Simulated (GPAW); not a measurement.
# Does Co5Pd3 (fcc Pd6Co10) carry moments in GPAW?

Wanted: the moments of Co5Pd3 (fcc Pd6Co10) and the energy gained by spin polarisation.

Main program and level: GPAW 26.7.0; PBE; plane waves with GPAW's PAW setups, scalar-relativistic.

**1. The structure**

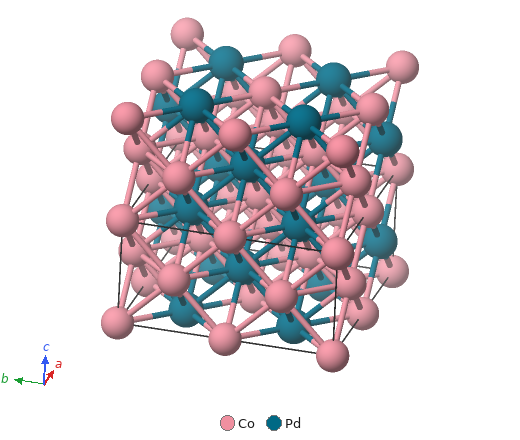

The starting structure, seen from a free direction (cobalt pink, palladium blue). 1×1×2 cells are drawn. Some periodic images of atoms are drawn too.

The cell is a made-up one and need not be a known phase.

**2. Run 1 (ferro ++++++++++++++++)**

Parallel moments need no larger cell; this start tests for a ferromagnetic state only.

order1.py

```python
import json
import numpy as np
from ase import Atoms
from ase.parallel import paropen, parprint
from gpaw import GPAW

atoms = Atoms(['Co', 'Co', 'Co', 'Pd', 'Co', 'Co', 'Pd', 'Pd', 'Co', 'Co', 'Pd', 'Pd', 'Co', 'Co', 'Co', 'Pd'],
    cell=[[7.3475, 0.0, 0.0],
         [0.0, 7.3475, 0.0],
         [0.0, 0.0, 3.67375]],
    scaled_positions=[[0.0, 0.0, 0.0],
         [0.0, 0.25, 0.5],
         [0.25, 0.0, 0.5],
         [0.25, 0.25, 0.0],
         [0.0, 0.5, 0.0],
         [0.0, 0.75, 0.5],
         [0.25, 0.5, 0.5],
         [0.25, 0.75, 0.0],
         [0.5, 0.0, 0.0],
         [0.5, 0.25, 0.5],
         [0.75, 0.0, 0.5],
         [0.75, 0.25, 0.0],
         [0.5, 0.5, 0.0],
         [0.5, 0.75, 0.5],
         [0.75, 0.5, 0.5],
         [0.75, 0.75, 0.0]],
    pbc=True,
    magmoms=[1.8, 1.8, 1.8, 0.3, 1.8, 1.8, 0.3, 0.3, 1.8, 1.8, 0.3, 0.3, 1.8, 1.8, 1.8, 0.3])
atoms.calc = GPAW(mode={'name': 'pw', 'ecut': 450},
    xc='PBE',
    kpts={'size': (5, 5, 10), 'gamma': True},
    occupations={'name': 'fermi-dirac', 'width': 0.05},
    convergence={'density': 1e-05, 'energy': 1e-05},
    maxiter=200,
    mixer={'name': 'pulay', 'beta': 0.04, 'nmaxold': 8, 'weight': 100},
    symmetry={'tolerance': 1e-4},
    txt='order1.txt')
e = atoms.get_potential_energy(force_consistent=True)
res = {'free_energy': e, 'energy_sigma0': atoms.get_potential_energy(), 'fermi_energy': atoms.calc.get_fermi_level()}
res['moments'] = atoms.get_magnetic_moments().tolist()
res['total'] = atoms.get_magnetic_moment()
parprint('site moments (muB):', np.round(res['moments'], 3))
parprint(f"total moment: {res['total']:.3f} muB")
parprint(f'free energy: {e:.6f} eV')
atoms.calc.write('order1.gpw')
with paropen('results.json', 'w') as f:
    json.dump(res, f)
```

Launch:

```sh
OMP_NUM_THREADS=1 mpirun -n 4 gpaw python order1.py > order1.log
```

Numbers of over 12 decimals in the logs are rounded to 6 here.

The log of the run:

```text
site moments (muB): [1.855 1.855 1.869 0.337 1.855 1.855 0.347 0.337 1.855 1.855 0.347 0.337
 1.855 1.855 1.869 0.337]
total moment: 20.083 muB
free energy: -102.859392 eV

--- order1.txt ---
Input parameters:
  mode=PW(ecut=450),
  convergence={'density': 1e-05, 'energy': 1e-05},
  kpts=MonkhorstPack(size=(5, 5, 10), gamma=True),
  maxiter=200,
  mixer=Pulay(name='pulay', nmaxold=8, beta=0.04, weight=100, sigma=0.015, g_ss=None),
  occupations=Occupations(name='fermi-dirac', width=0.05),
  symmetry=Symmetry(tolerance=0.0001),
  xc=XC(name='PBE')

Diagonalizing LCAO Hamiltonian
Converting LCAO to pw mode
      .-----------------.
     /|                 |
    / |                 |
   /  |                 |
  /  Co       Co        |
 *    .-Pd-------Co-----.
 |Co /   PdCo     Pd   /
 |  /                 /
 | /oCo      CoPd    /
 |/    Pd       Pd  /
 Co-------Co-------*

Atoms  # Å, Bohr magnetons
|    | symbol |        x |        y |        z |    initial magnetic moments |
|----|--------|----------|----------|----------|-----------------------------|
|  0 |     Co | 0.000000 | 0.000000 | 0.000000 | ( 0.0000,  0.0000,  1.8000) |
|  1 |     Co | 0.000000 | 1.836875 | 1.836875 | ( 0.0000,  0.0000,  1.8000) |
|  2 |     Co | 1.836875 | 0.000000 | 1.836875 | ( 0.0000,  0.0000,  1.8000) |
|  3 |     Pd | 1.836875 | 1.836875 | 0.000000 | ( 0.0000,  0.0000,  0.3000) |
|  4 |     Co | 0.000000 | 3.673750 | 0.000000 | ( 0.0000,  0.0000,  1.8000) |
|  5 |     Co | 0.000000 | 5.510625 | 1.836875 | ( 0.0000,  0.0000,  1.8000) |
|  6 |     Pd | 1.836875 | 3.673750 | 1.836875 | ( 0.0000,  0.0000,  0.3000) |
|  7 |     Pd | 1.836875 | 5.510625 | 0.000000 | ( 0.0000,  0.0000,  0.3000) |
|  8 |     Co | 3.673750 | 0.000000 | 0.000000 | ( 0.0000,  0.0000,  1.8000) |
|  9 |     Co | 3.673750 | 1.836875 | 1.836875 | ( 0.0000,  0.0000,  1.8000) |
| 10 |     Pd | 5.510625 | 0.000000 | 1.836875 | ( 0.0000,  0.0000,  0.3000) |
| 11 |     Pd | 5.510625 | 1.836875 | 0.000000 | ( 0.0000,  0.0000,  0.3000) |
| 12 |     Co | 3.673750 | 3.673750 | 0.000000 | ( 0.0000,  0.0000,  1.8000) |
| 13 |     Co | 3.673750 | 5.510625 | 1.836875 | ( 0.0000,  0.0000,  1.8000) |
| 14 |     Co | 5.510625 | 3.673750 | 1.836875 | ( 0.0000,  0.0000,  1.8000) |
| 15 |     Pd | 5.510625 | 5.510625 | 0.000000 | ( 0.0000,  0.0000,  0.3000) |

Unit cell  # Å
| periodic |        x |        y |        z |  lengths |    angles |
|----------|----------|----------|----------|----------|-----------|
|      yes | 7.347500 | 0.000000 | 0.000000 | 7.347500 | 90.000000 |
|      yes | 0.000000 | 7.347500 | 0.000000 | 7.347500 | 90.000000 |
|      yes | 0.000000 | 0.000000 | 3.673750 | 3.673750 | 90.000000 |

Number of symmetries: 4

BZ-sampling:
  Number of BZ points: 250
  Number of IBZ points: 54

  Monkhorst-Pack size: [5, 5, 10]
  Monkhorst-Pack shift: [0.0, 0.0, 0.05]

K-points  # in reciprocal-cell coordinates
|     |                                coordinates |     weight |
|-----|--------------------------------------------|------------|
|   0 | (  0.00000000,   0.00000000,   0.00000000) | 0.00400000 |
|   1 | (  0.00000000,   0.00000000,   0.10000000) | 0.00800000 |
|   2 | (  0.00000000,   0.00000000,   0.20000000) | 0.00800000 |
|   3 | (  0.00000000,   0.00000000,   0.30000000) | 0.00800000 |
|   4 | (  0.00000000,   0.00000000,   0.40000000) | 0.00800000 |
|   5 | (  0.00000000,   0.00000000,   0.50000000) | 0.00400000 |
|   6 | (  0.00000000,   0.20000000,   0.00000000) | 0.00800000 |
|   7 | (  0.00000000,   0.20000000,   0.10000000) | 0.01600000 |
|   8 | (  0.00000000,   0.20000000,   0.20000000) | 0.01600000 |
|   9 | (  0.00000000,   0.20000000,   0.30000000) | 0.01600000 |
| ... |                                            |            |
|  53 | (  0.40000000,   0.40000000,   0.50000000) | 0.01600000 |

Plane wave coefficients: 4326
Cutoff: 450.000000 eV

Spin-components: 2 (collinear spins)
Bands:           128
Projectors:      96
Spin-degeneracy: 1
Datatype:        complex128

Parallelization:
  kpt:    4
  domain: 1
  band:   1

Density:
  Valence electrons: 186.0
  Components: 2
  Grid points: [36 36 18]
  Charge: 0.0  # |e|

Potential:
  Grid points: [36 36 18]

species:
  Co:
    name:    Cobalt
    Z:       27.0
    valence: 9
    core:    18
    charge:  0.0  # [|e|]
    compensation charges:
      type: gauss
      rc: 0.32  # [Å]
      lmax: 2
    cutoffs:
      filter: 1.87  # [Å]
      core: 2.55  # [Å]
    projectors
    | kind |    occ | energy [eV] | rcut [Å] |
    |------|--------|-------------|----------|
    |   4s |  2.000 |      -5.469 |    1.005 |
    |   4p |  0.000 |      -1.277 |    1.058 |
    |   3d |  7.000 |      -8.205 |    1.005 |
    |    s |        |      21.742 |    1.005 |
    |    p |        |      25.934 |    1.058 |
    |    d |        |      19.007 |    1.005 |

    Using partial waves for Co as LCAO basis

  Pd:
    name:    Palladium
    Z:       46.0
    valence: 16
    core:    30
    charge:  0.0  # [|e|]
    compensation charges:
      type: gauss
      rc: 0.38  # [Å]
      lmax: 2
    cutoffs:
      filter: 2.38  # [Å]
      core: 2.28  # [Å]
    projectors
    | kind |    occ | energy [eV] | rcut [Å] |
    |------|--------|-------------|----------|
    |   5s |  0.000 |      -3.315 |    1.228 |
    |   4p |  6.000 |     -51.209 |    1.360 |
    |   5p |  0.000 |      -0.314 |    1.360 |
    |   4d | 10.000 |      -4.047 |    1.228 |
    |    s |        |      23.896 |    1.228 |
    |    d |        |      23.165 |    1.228 |

    Using partial waves for Pd as LCAO basis

Reference energy: -1202392.043366  # eV

eigensolver:
  PPCG
  Converge bands: occupied
  niter=2

density mixing:
  Pulay-Mixer
  Linear mixing parameters: 0.04
  Old densities: 8
  Fourier metric: weight=100, sigma=0.015

occupation numbers:
  Fermi-Dirac:
    width: 0.0500  # eV

poisson solver:
  ecut: 3600.000000  # eV

xc functional:
  name: PBE with 2 nearest neighbor stencil

convergence criteria:
- Maximum integral of absolute [dens]ity change: 1e-05 electrons / valence electron
- Maximum [total energy] change in last 3 cyles: 1e-05 eV / valence electron
- Maximum integral of absolute [eigenst]ate change: 4e-08 eV^2 / valence electron
maximum number of iterations: 200

SCF iterations
|iter     |      energy | eigst |  dens |  magmom |
|---------|-------------|-------|-------|---------|
|iter:   1|       0s | -150.309526 | +0.40 |       | +19.7985|
|iter:   2|      20s | -110.384084 | -0.51 | -0.50 | +19.1972|
|iter:   3|      41s | -104.952946 | -1.09 | -0.88 | +18.9746|
|iter:   4|      61s | -104.034864 | -1.98 | -1.12 | +18.9594|
|iter:   5|      81s | -102.794179 | -1.58 | -1.17 | +19.0356|
|iter:   6|     102s | -102.608031 | -1.88 | -1.36 | +19.1589|
|iter:   7|     122s | -102.594186 | -2.90 | -1.50 | +19.2001|
|iter:   8|     143s | -102.688695 | -2.36 | -1.52 | +19.3681|
|iter:   9|     164s | -102.966548 | -1.93 | -1.59 | +19.4130|
|iter:  10|     184s | -102.771099 | -2.58 | -1.53 | +19.5505|
[... 28 iterations left out ...]
|iter:  39|     789s | -102.785722c| -8.00c| -4.39 | +20.0830|
|iter:  40|     804s | -102.785724c| -8.05c| -4.42 | +20.0832|
|iter:  41|     819s | -102.785724c| -8.25c| -4.45 | +20.0833|
|iter:  42|     833s | -102.785726c| -7.93c| -4.48 | +20.0833|
|iter:  43|     848s | -102.785726c| -8.33c| -4.58 | +20.0832|
|iter:  44|     863s | -102.785728c| -7.97c| -4.63 | +20.0833|
|iter:  45|     877s | -102.785728c| -8.47c| -4.67 | +20.0833|
|iter:  46|     892s | -102.785728c| -8.53c| -4.73 | +20.0832|
|iter:  47|     905s | -102.785728c| -8.16c| -4.83 | +20.0830|
|iter:  48|     915s | -102.785728c| -8.49c| -5.14c| +20.0829|

Converged in 48 steps
Energy contributions relative to reference atoms: (reference = -1202392.043366)

Energy contributions:
  Kinetic:          92.716679
  Coulomb:        -102.415732
  Zero:              1.800929
  External:          0.000000
  Xc:              -94.813941
  Entropy:          -0.147327
  Spinorbit:         0.000000
  ----------------------------
  Free energy:    -102.859392
  Extrapolated:   -102.785728

dipole moment: (-79.199496, -81.390106, -83.584703)  # |e|*Ang

Total magnetic moment: (0.000000, 0.000000, 20.082931)

Local magnetic moments
|        x |        y |        z |
|----------|----------|----------|
| 0.000000 | 0.000000 | 1.854630 |  # Co   0
| 0.000000 | 0.000000 | 1.855285 |  # Co   1
| 0.000000 | 0.000000 | 1.868887 |  # Co   2
| 0.000000 | 0.000000 | 0.336999 |  # Pd   3
| 0.000000 | 0.000000 | 1.854629 |  # Co   4
| 0.000000 | 0.000000 | 1.855285 |  # Co   5
| 0.000000 | 0.000000 | 0.347471 |  # Pd   6
| 0.000000 | 0.000000 | 0.336999 |  # Pd   7
| 0.000000 | 0.000000 | 1.854629 |  # Co   8
| 0.000000 | 0.000000 | 1.855285 |  # Co   9
| 0.000000 | 0.000000 | 0.347471 |  # Pd  10
| 0.000000 | 0.000000 | 0.336999 |  # Pd  11
| 0.000000 | 0.000000 | 1.854629 |  # Co  12
| 0.000000 | 0.000000 | 1.855285 |  # Co  13
| 0.000000 | 0.000000 | 1.868888 |  # Co  14
| 0.000000 | 0.000000 | 0.336999 |  # Pd  15

Fermi level: 10.454
Eigenvalues  # (at kpt = [0.000, 0.000, 0.000])
| band index |      eig [eV] | occ [0-1] |      eig [eV] | occ [0-1] |
|------------|---------------|-----------|---------------|-----------|
|          0 |       -40.442 |     1.000 |       -40.108 |     1.000 |
|        ... |               |           |               |           |
|         87 |         9.057 |     1.000 |        10.574 |     0.082 |
|         88 |         9.172 |     1.000 |        10.942 |     0.000 |
|         89 |         9.314 |     1.000 |        11.051 |     0.000 |
|         90 |         9.493 |     1.000 |        11.188 |     0.000 |
|         91 |         9.604 |     1.000 |        11.254 |     0.000 |
|         92 |         9.611 |     1.000 |        11.293 |     0.000 |
|         93 |         9.612 |     1.000 |        11.394 |     0.000 |
|         94 |         9.638 |     1.000 |        11.407 |     0.000 |
|         95 |         9.705 |     1.000 |        11.473 |     0.000 |
|         96 |         9.749 |     1.000 |        11.492 |     0.000 |
|         97 |         9.753 |     1.000 |        11.494 |     0.000 |
|         98 |         9.875 |     1.000 |        11.501 |     0.000 |
|         99 |         9.877 |     1.000 |        11.510 |     0.000 |
|        100 |         9.887 |     1.000 |        11.518 |     0.000 |
|        101 |        10.215 |     0.992 |        11.518 |     0.000 |
|        ... |               |           |               |           |
|        127 |        22.362 |     0.000 |        22.750 |     0.000 |

No gap
No difference between direct/indirect transitions
```

Elapsed: 16 min, on 4 MPI ranks of Intel Xeon Platinum 8375C at 2.90GHz (Ice Lake), shared host; peak memory 2.1 GiB; 64 min of CPU time.

Spin moment in the augmentation sphere by atom:

```
atom  spin moment in the augmentation sphere (μB)
 Co1                                         1.85
 Co2                                         1.86
 Co3                                         1.87
 Pd4                                         0.34
 Co5                                         1.85
 Co6                                         1.86
 Pd7                                         0.35
 Pd8                                         0.34
 Co9                                         1.85
Co10                                         1.86
Pd11                                         0.35
Pd12                                         0.34
Co13                                         1.85
Co14                                         1.86
Co15                                         1.87
Pd16                                         0.34
```

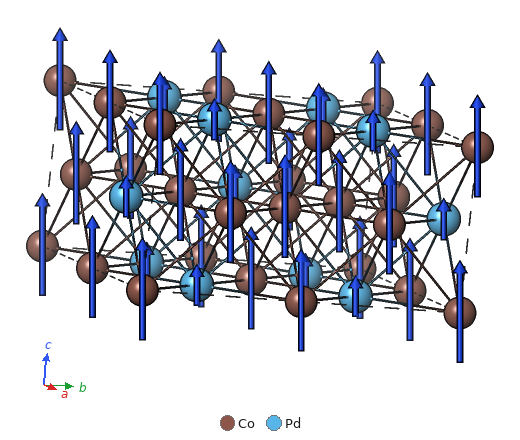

Spin moment in the augmentation sphere as arrows, the longest 1.87 μB. Up and down stand for the sign. Arrows give size and sign along the axis of quantisation, drawn up and down the page. Each arrow also spans its atom, so small moments look longer than they are. Some periodic images of atoms are drawn too.

Numbers from this step:

* magnetization: 20.08 μB
* final state: ferromagnetic

After 48 cycles the largest moment stands at 1.87 μB.

(Part 1 of 2 ends here.)

[Logs and program files are shortened in this print: banners, set-up blocks, solver, clock and traceback lines can be left out without a mark of their own.]

[Logs are printed without paths, hosts, clocks, repeated set-up lines and the standing remarks that a program may print on its own settings, such as how far it seeks lower states.]

[Hosts, paths, dates, database ids (printed as entryN), source tags and the programs' standing remarks are cut or masked in the printed files.]

[Where a cell is said to come from a database of computed structures, the database is the Materials Project.]
